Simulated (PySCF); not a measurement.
**Frequency calculation of AlHSCl**

- system: AlHSCl, multiplicity 2
- method: HF/cc-pV(D+d)Z, UHF, dispersion D3(BJ) (PySCF 2.14.0)

The geometry was optimised with HF/cc-pV(D+d)Z saddle symmetrised. Figures and captions count atoms from 1; the log counts them from 0 in places.

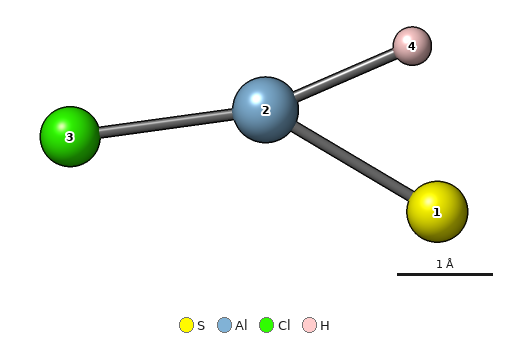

*The structure as given in the input (ball-and-stick view, seen at a tilt; atoms are numbered from 1 in the order of the input). Sticks mark near contacts.*

Input (calc.py)
```python
from pyscf import gto, scf, symm
from pyscf.hessian import thermo

system = gto.Mole()
system.atom = 'mol.xyz'
system.max_memory = 1860
system.spin = 1
system.verbose = 3
system.basis = 'cc-pv(d+d)z'
system.build()

mf = scf.UHF(system)
mf = mf.density_fit(auxbasis='cc-pvdz-jkfit')
mf.disp = 'd3bj'
mf.max_cycle = 100
mf.kernel()

e_tot = mf.e_tot
print('E = %.10f Eh' % e_tot)
hess = mf.Hessian().kernel()
modes = thermo.harmonic_analysis(system, hess)
thermo.dump_normal_mode(system, modes)
symm.geom.TOLERANCE = 1e-3  # for the symmetry number
th = thermo.thermo(mf, modes['freq_au'], 200, 101325)
thermo.dump_thermo(system, th)
```

File mol.xyz
```
4

S      0.299859     1.871704    -0.764926
Al    -0.298837     0.183007     0.334350
Cl    -0.021035    -1.882684     0.419584
H     -0.799786     1.778688     0.625560
```

Run on 1 thread of Arm Neoverse V1, 24 GiB of memory available, shared host.

Launched with:
```bash
OMP_NUM_THREADS=1 python calc.py
```

Output
```
WARN: HOMO -0.138994619060214 >= LUMO -0.138994619060214

converged SCF energy = -1099.60289141027  <S^2> = 0.80519303  2S+1 = 2.0544518
E = -1099.6028914103 Eh

WARN: DFTD3 does not support analytical Hessian, using finite difference

WARN: Mole.unit (angstrom) is changed to Bohr

Mode                                 0                   1                   2
Irrep
Freq [cm^-1]                    -1850.4640            153.9294            264.9464
Reduced mass [au]                   1.0363             26.8512              1.2498
Force const [Dyne/A]               -2.0908              0.3749              0.0517
Char temp [K]                       0.0000            221.4701            381.1989
Normal mode                   x     y     z       x     y     z       x     y     z
       0   S                -0.01  0.00  0.02   -0.03  0.09  0.02   -0.01 -0.00 -0.01
       1  Al                -0.00 -0.02  0.01    0.08 -0.03 -0.10    0.06  0.01  0.05
       2  Cl                 0.00 -0.00 -0.00   -0.04 -0.05  0.06   -0.02 -0.00 -0.02
       3   H                 0.46  0.52 -0.69    0.02 -0.06 -0.01   -0.69 -0.12 -0.55
Mode                                 3                   4                   5
Irrep
Freq [cm^-1]                      432.8343            670.0503           1601.9446
Reduced mass [au]                  27.9818             20.4723              1.0396
Force const [Dyne/A]                3.0887              5.4154              1.5718
Char temp [K]                     622.7522            964.0531           2304.8417
Normal mode                   x     y     z       x     y     z       x     y     z
       0   S                 0.03  0.08 -0.06    0.02  0.06 -0.04   -0.00  0.00  0.00
       1  Al                -0.06  0.03  0.06   -0.02 -0.15  0.05   -0.01  0.03  0.01
       2  Cl                 0.02 -0.10  0.00   -0.01  0.06 -0.00    0.00 -0.00 -0.00
       3   H                -0.02  0.06  0.01    0.03 -0.12 -0.01    0.42 -0.82 -0.35
temperature 200.0000 [K]
pressure 101325.00 [Pa]
Rotational constants [GHz] 44.08554 1.90738 1.82828
Symmetry number 1
Zero-point energy (ZPE) 0.00712 [Eh]   18683.905 [J/mol]
                           tot       elec      trans        rot        vib
Entropy [J/mol/K]       277.280      5.763    157.306    100.250     13.961
Cv [J/mol/K]             44.171      0.000     12.472     12.472     19.228
Cp [J/mol/K]             52.486      0.000     20.786     12.472     19.228
Internal energy [J/mol]                      2494.338   2494.338  20452.282
Internal energy [Eh]   -1099.59320  -1099.60289
Enthalpy [J/mol]                             4157.230   2494.338  20452.282
Enthalpy [Eh]          -1099.59257
Gibbs free energy [J/mol]                  -27304.028 -17555.632  17660.156
Gibbs free energy [Eh] -1099.61369
```

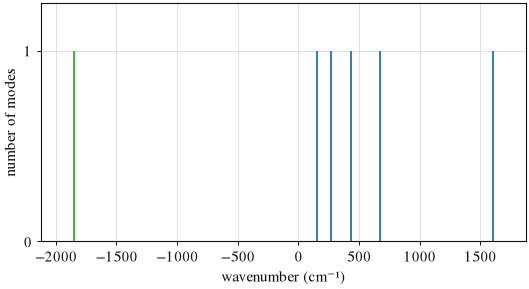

*Harmonic vibrational wavenumbers from the force constants; neighbouring modes closer than 16 cm⁻¹ are counted in one stick, and imaginary ones are drawn at negative wavenumbers.*

6 modes from 1850i to 1602 cm⁻¹, 1 imaginary beyond 8i (1850i cm⁻¹): a first-order saddle point, if the geometry is stationary.

Results in brief

```csv
quantity,value
outcome,converged
total energy,−1099.602891 hartree
dispersion energy,−0.030237 hartree
basis functions,74
⟨S²⟩,0.805
zero-point energy,0.007116 hartree
dipole moment,1.34 D
"wavenumbers, lowest and highest",1850i and 1602 cm⁻¹
wall time,24 s
peak memory,0.45 GiB
```
